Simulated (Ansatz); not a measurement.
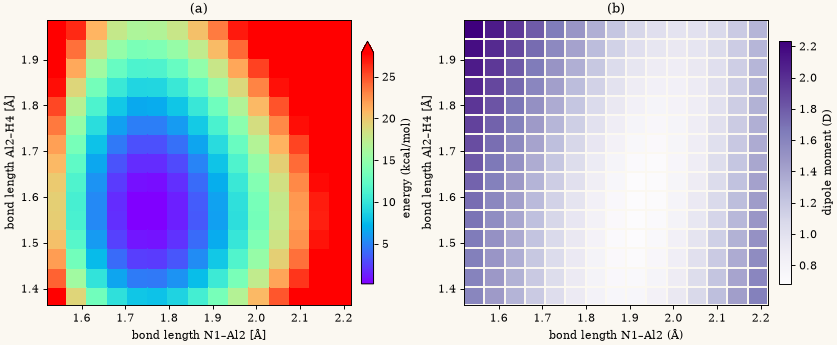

AlH3N, SMILES [NH][AlH2], spin multiplicity 2. The first coordinate is: bond length N1–Al2; the second: bond length Al2–H4. Nothing is relaxed (all other coordinates rigid). Grid: 15 × 15 points. All energies are given in kcal/mol relative to the relaxed molecule at the same level. Computed with UHF/def2-TZVP in Ansatz 0.2.0.

Panel (a) is the energy and panel (b) the computed dipole moment on the same grid.

Drawn: one coloured cell a grid point, one colour for all values above the top of the scale.

Q: How does the dipole moment vary over the map, and what is it at the lowest grid point?

A: Leaving out the highest fifth of the energies, it runs from 0.68 D at bond length N1–Al2 = 1.915 Å, bond length Al2–H4 = 1.550 Å to 2.10 D at bond length N1–Al2 = 1.590 Å, bond length Al2–H4 = 1.966 Å. At the lowest grid point, bond length N1–Al2 = 1.776 Å, bond length Al2–H4 = 1.592 Å, it is 0.97 D.
